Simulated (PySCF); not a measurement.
**C2HClF2 (SMILES FC(F)=CCl) at BLYP/6-31G(d) (spherical functions)**

What is the energy change on altering one bond length of C2HClF2 at BLYP/6-31G* (spherical functions)? 

The results are computed with PySCF 2.14.0.

3 further runs of the same task are left out: 3 set aside as unsound or not needed.

**1. The structure to begin with**

The species is C2HClF2 (6 atoms), meant as a singlet with charge 0. As SMILES, `FC(F)=CCl`. The coordinates come from a PBE0-D4/def2-TZVP relaxation.

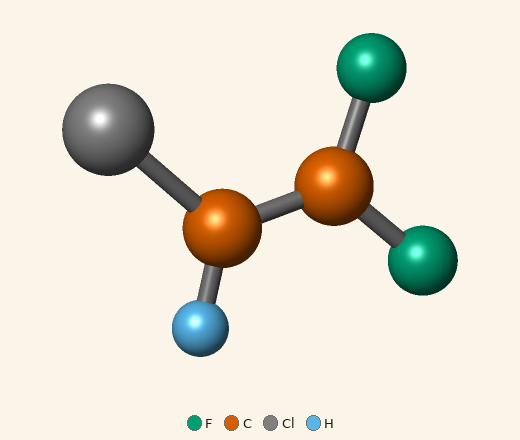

Viewed from a chosen angle; fluorine teal, carbon orange, chlorine grey, hydrogen blue.

**2. The energy at BLYP/6-31G(d) (spherical functions)**

Input file mol.xyz:

```xyz
6
C2HClF2
F      0.901010    -0.810380     1.342040
C      0.267650    -0.562200     0.220370
F      0.192510    -1.632620    -0.522730
C     -0.218360     0.626770    -0.086550
Cl    -1.039010     0.926430    -1.552100
H     -0.103800     1.452000     0.598970
```

Input file job.py:

```python
from pyscf import gto, dft

molecule = gto.Mole()
molecule.atom = 'mol.xyz'
molecule.basis = '6-31g*'
molecule.verbose = 4
molecule.charge = 0
molecule.max_memory = 1860
molecule.spin = 0
molecule.build()

mf = dft.RKS(molecule)
mf.xc = 'blyp'
mf.grids.level = 5
mf.conv_tol = 1e-10
mf.kernel()
if not mf.converged:
    mf = mf.newton().run(mf.mo_coeff, mf.mo_occ)

e_final = mf.e_tot
print('E = %.10f Eh' % e_final)
```

Launch:

```
$ OMP_NUM_THREADS=1 python job.py
```

The program printed:

```text
PySCF version 2.14.0

[INPUT] num. atoms = 6
[INPUT] num. electrons = 48
[INPUT] charge = 0
[INPUT] spin (= nelec alpha-beta = 2S) = 0
[INPUT] symmetry False subgroup None
[INPUT] Mole.unit = angstrom
[INPUT] Symbol           X                Y                Z      unit          X                Y                Z       unit  Magmom
[INPUT]  1 F      0.901010000000  -0.810380000000   1.342040000000 AA    1.702662135494  -1.531396256825   2.536088048211 Bohr   0.0
[INPUT]  2 C      0.267650000000  -0.562200000000   0.220370000000 AA    0.505785197240  -1.062404027230   0.416438946070 Bohr   0.0
[INPUT]  3 F      0.192510000000  -1.632620000000  -0.522730000000 AA    0.363791176240  -3.085204665487  -0.987816537094 Bohr   0.0
[INPUT]  4 C     -0.218360000000   0.626770000000  -0.086550000000 AA   -0.412640596560   1.184423643094  -0.163555796081 Bohr   0.0
[INPUT]  5 Cl    -1.039010000000   0.926430000000  -1.552100000000 AA   -1.963444340684   1.750698973581  -2.933043917937 Bohr   0.0
[INPUT]  6 H     -0.103800000000   1.452000000000   0.598970000000 AA   -0.196153571730   2.743882332868   1.131889256831 Bohr   0.0

nuclear repulsion = 213.574873984327
number of shells = 34
number of NR pGTOs = 163
number of NR cGTOs = 76
basis = 6-31g*
ecp = {}

******** <class 'pyscf.dft.rks.RKS'> ********
method = RKS
initial guess = minao
damping factor = 0
level_shift factor = 0
DIIS = <class 'pyscf.scf.diis.CDIIS'>
diis_start_cycle = 1
diis_space = 8
diis_damp = 0
SCF conv_tol = 1e-10
SCF conv_tol_grad = None
SCF max_cycles = 50
direct_scf = True
direct_scf_tol = 1e-13
XC library pyscf.dft.libxc version 7.0.0
    S. Lehtola, C. Steigemann, M. J.T. Oliveira, and M. A.L. Marques.,  SoftwareX 7, 1–5 (2018)
XC functionals = blyp
    A. D. Becke.,  Phys. Rev. A 38, 3098 (1988)
    C. Lee, W. Yang, and R. G. Parr.,  Phys. Rev. B 37, 785 (1988)
    B. Miehlich, A. Savin, H. Stoll, and H. Preuss.,  Chem. Phys. Lett. 157, 200 (1989)
radial grids:
    Treutler-Ahlrichs [JCP 102, 346 (1995); DOI:10.1063/1.469408] (M4) radial grids

becke partition: Becke, JCP 88, 2547 (1988); DOI:10.1063/1.454033
pruning grids: <function nwchem_prune>
grids dens level: 5
symmetrized grids: False
atomic radii adjust function: <function treutler_atomic_radii_adjust>
small_rho_cutoff = 0
Set gradient conv threshold to 1e-05
Initial guess from minao.
tot grids = 240304
init E= -737.27324873851
  HOMO = -0.248228834470804  LUMO = -0.0377780474960892  gap/eV = 5.72666
cycle= 1 E= -736.488968401918  delta_E= 0.784  |g|= 0.694  |ddm|= 2.73
  HOMO = -0.186871787082913  LUMO = -0.00979113992266845  gap/eV = 4.81861
cycle= 2 E= -736.283599498693  delta_E= 0.205  |g|= 1.27  |ddm|= 1.36
  HOMO = -0.194087900914375  LUMO = 0.00872726998255477  gap/eV = 5.51888
cycle= 3 E= -736.569470027308  delta_E= -0.286  |g|= 0.136  |ddm|= 0.923
  HOMO = -0.205742101573347  LUMO = -0.00780888645056343  gap/eV = 5.38604
cycle= 4 E= -736.572874847597  delta_E= -0.0034  |g|= 0.0772  |ddm|= 0.224
  HOMO = -0.208213546251065  LUMO = -0.00887985575567063  gap/eV = 5.42415
cycle= 5 E= -736.574326456735  delta_E= -0.00145  |g|= 0.023  |ddm|= 0.0961
  HOMO = -0.205984415329916  LUMO = -0.00636509316876133  gap/eV = 5.43192
cycle= 6 E= -736.574444837175  delta_E= -0.000118  |g|= 0.00558  |ddm|= 0.0239
  HOMO = -0.206104952431697  LUMO = -0.00678480290386796  gap/eV = 5.42378
cycle= 7 E= -736.574452772841  delta_E= -7.94e-06  |g|= 0.00123  |ddm|= 0.00921
  HOMO = -0.206157581623667  LUMO = -0.0067811257326702  gap/eV = 5.42531
cycle= 8 E= -736.574453203278  delta_E= -4.3e-07  |g|= 0.000323  |ddm|= 0.00201
  HOMO = -0.206152010099923  LUMO = -0.00677556785136968  gap/eV = 5.42531
cycle= 9 E= -736.57445322015  delta_E= -1.69e-08  |g|= 0.000144  |ddm|= 0.000332
  HOMO = -0.206150096529415  LUMO = -0.00677578544411173  gap/eV = 5.42525
cycle= 10 E= -736.574453223375  delta_E= -3.22e-09  |g|= 3.05e-05  |ddm|= 0.000126
  HOMO = -0.206150941402496  LUMO = -0.00677616354820199  gap/eV = 5.42526
cycle= 11 E= -736.574453223572  delta_E= -1.98e-10  |g|= 4.65e-06  |ddm|= 3.71e-05
  HOMO = -0.206150777569832  LUMO = -0.00677597345937331  gap/eV = 5.42526
cycle= 12 E= -736.574453223577  delta_E= -4.55e-12  |g|= 5.79e-07  |ddm|= 8.12e-06
  HOMO = -0.206150750475881  LUMO = -0.0067759609518232  gap/eV = 5.42526
Extra cycle  E= -736.574453223575  delta_E= 1.59e-12  |g|= 6.88e-07  |ddm|= 1.51e-06
converged SCF energy = -736.574453223575
E = -736.5744532236 Eh
```

Wall time 14 s (1 thread of Intel Xeon at 2.70GHz, shared host); peak memory 0.39 GiB.

**3. The distorted shape**

Input file run.py:

```python
from pyscf import gto, dft

molecule = gto.M(
    atom='''
F      1.840412    -1.868385     2.623078
C      0.643535    -1.399393     0.503429
F      0.501541    -3.422194    -0.900827
C     -0.412641     1.184424    -0.163556
Cl    -1.963444     1.750699    -2.933044
H     -0.196154     2.743882     1.131889
''',
    basis='6-31g*',
    verbose=4,
    max_memory=1860,
    unit='bohr',
    charge=0,
)

mf = dft.RKS(molecule, xc='blyp')
mf.grids.level = 5
mf.conv_tol = 1e-10
mf.kernel()
if not mf.converged:
    mf = mf.newton().run(mf.mo_coeff, mf.mo_occ)

e_tot = mf.e_tot
print('E = %.10f Eh' % e_tot)
```

Launch:

```
$ OMP_NUM_THREADS=1 python run.py
```

The program printed:

```text
PySCF version 2.14.0

[INPUT] num. atoms = 6
[INPUT] num. electrons = 48
[INPUT] charge = 0
[INPUT] spin (= nelec alpha-beta = 2S) = 0
[INPUT] symmetry False subgroup None
[INPUT] Mole.unit = bohr
[INPUT] Symbol           X                Y                Z      unit          X                Y                Z       unit  Magmom
[INPUT]  1 F      0.973904089104  -0.988706763225   1.388073100066 AA    1.840412000000  -1.868385000000   2.623078000000 Bohr   0.0
[INPUT]  2 C      0.340544056429  -0.740526884721   0.266403154116 AA    0.643535000000  -1.399393000000   0.503429000000 Bohr   0.0
[INPUT]  3 F      0.265404067542  -1.810947076147  -0.476697119381 AA    0.501541000000  -3.422194000000  -0.900827000000 Bohr   0.0
[INPUT]  4 C     -0.218360213491   0.626770188867  -0.086550107909 AA   -0.412641000000   1.184424000000  -0.163556000000 Bohr   0.0
[INPUT]  5 Cl    -1.039009819718   0.926430013980  -1.552100043426 AA   -1.963444000000   1.750699000000  -2.933044000000 Bohr   0.0
[INPUT]  6 H     -0.103800226631   1.451999823854   0.598969864091 AA   -0.196154000000   2.743882000000   1.131889000000 Bohr   0.0

nuclear repulsion = 206.006424759026
number of shells = 34
number of NR pGTOs = 163
number of NR cGTOs = 76
basis = 6-31g*
ecp = {}

******** <class 'pyscf.dft.rks.RKS'> ********
method = RKS
initial guess = minao
damping factor = 0
level_shift factor = 0
DIIS = <class 'pyscf.scf.diis.CDIIS'>
diis_start_cycle = 1
diis_space = 8
diis_damp = 0
SCF conv_tol = 1e-10
SCF conv_tol_grad = None
SCF max_cycles = 50
direct_scf = True
direct_scf_tol = 1e-13
XC library pyscf.dft.libxc version 7.0.0
    S. Lehtola, C. Steigemann, M. J.T. Oliveira, and M. A.L. Marques.,  SoftwareX 7, 1–5 (2018)
XC functionals = blyp
    A. D. Becke.,  Phys. Rev. A 38, 3098 (1988)
    C. Lee, W. Yang, and R. G. Parr.,  Phys. Rev. B 37, 785 (1988)
    B. Miehlich, A. Savin, H. Stoll, and H. Preuss.,  Chem. Phys. Lett. 157, 200 (1989)
radial grids:
    Treutler-Ahlrichs [JCP 102, 346 (1995); DOI:10.1063/1.469408] (M4) radial grids

becke partition: Becke, JCP 88, 2547 (1988); DOI:10.1063/1.454033
pruning grids: <function nwchem_prune>
grids dens level: 5
symmetrized grids: False
atomic radii adjust function: <function treutler_atomic_radii_adjust>
small_rho_cutoff = 0
Set gradient conv threshold to 1e-05
[... 1 set-up line as earlier in the session ...]
tot grids = 240304
init E= -737.08027125884
  HOMO = -0.215405668148868  LUMO = -0.0484235961481785  gap/eV = 4.54381
cycle= 1 E= -736.443809276369  delta_E= 0.636  |g|= 0.748  |ddm|= 2.66
  HOMO = -0.195361554852286  LUMO = -0.0500190858807685  gap/eV = 3.95497
cycle= 2 E= -735.954545917182  delta_E= 0.489  |g|= 1.64  |ddm|= 1.74
  HOMO = -0.18076534352716  LUMO = -0.021474408089031  gap/eV = 4.33453
cycle= 3 E= -736.510241873449  delta_E= -0.556  |g|= 0.392  |ddm|= 1.56
  HOMO = -0.179654043172962  LUMO = -0.0351217977409686  gap/eV = 3.93292
cycle= 4 E= -736.547082353024  delta_E= -0.0368  |g|= 0.134  |ddm|= 0.537
  HOMO = -0.191059289620209  LUMO = -0.0473621044509049  gap/eV = 3.91020
cycle= 5 E= -736.551847689443  delta_E= -0.00477  |g|= 0.0391  |ddm|= 0.151
  HOMO = -0.18712134811549  LUMO = -0.0422956279828495  gap/eV = 3.94091
cycle= 6 E= -736.552230679119  delta_E= -0.000383  |g|= 0.00868  |ddm|= 0.0481
  HOMO = -0.186839404851697  LUMO = -0.0423335858843186  gap/eV = 3.93220
cycle= 7 E= -736.552251319478  delta_E= -2.06e-05  |g|= 0.00198  |ddm|= 0.0147
  HOMO = -0.186941676370342  LUMO = -0.0423889511051194  gap/eV = 3.93348
cycle= 8 E= -736.552252201037  delta_E= -8.82e-07  |g|= 0.00104  |ddm|= 0.00251
  HOMO = -0.186948352735562  LUMO = -0.0423829239243716  gap/eV = 3.93383
cycle= 9 E= -736.552252390041  delta_E= -1.89e-07  |g|= 0.000255  |ddm|= 0.000858
  HOMO = -0.186941118405728  LUMO = -0.0423765371501235  gap/eV = 3.93380
cycle= 10 E= -736.552252402671  delta_E= -1.26e-08  |g|= 4.62e-05  |ddm|= 0.000235
  HOMO = -0.186941892301021  LUMO = -0.0423770982887892  gap/eV = 3.93381
cycle= 11 E= -736.552252403211  delta_E= -5.39e-10  |g|= 3.46e-06  |ddm|= 5.73e-05
  HOMO = -0.186941695008874  LUMO = -0.0423769277691997  gap/eV = 3.93381
cycle= 12 E= -736.552252403216  delta_E= -4.89e-12  |g|= 7.6e-07  |ddm|= 5.83e-06
  HOMO = -0.186941735417913  LUMO = -0.0423770020817376  gap/eV = 3.93381
Extra cycle  E= -736.552252403213  delta_E= 2.27e-12  |g|= 1.22e-06  |ddm|= 2.45e-06
converged SCF energy = -736.552252403213
E = -736.5522524032 Eh
```

Wall time 14 s (1 thread of Intel Xeon at 2.70GHz, shared host); peak memory 0.39 GiB.

**4. Summary of results**

At BLYP/6-31G* (spherical functions):

| quantity | value |
| --- | --- |
| first shape: total energy | -736.57445 Eh |
| first shape: dipole moment | 0.99 D |
| first shape: HOMO energy | -5.61 eV |
| first shape: LUMO energy | -0.18 eV |
| first shape: HOMO–LUMO gap | 5.43 eV |
| distorted shape: total energy | -736.55225 Eh |
| distorted shape: dipole moment | 0.95 D |
| distorted shape: HOMO energy | -5.09 eV |
| distorted shape: LUMO energy | -1.15 eV |
| distorted shape: HOMO–LUMO gap | 3.93 eV |
| energy change with the C2–C4 bond stretched from 1.321 to 1.519 Å | 0.604 eV |

What this shows: With the C2–C4 bond stretched from 1.321 to 1.519 Å the energy rises by 0.60 eV (58.3 kJ/mol). The first shape isn't relaxed at this level, so the change isn't measured from a minimum. Mulliken charges (first shape) run from -0.37 on C4 to +0.59 on C2.
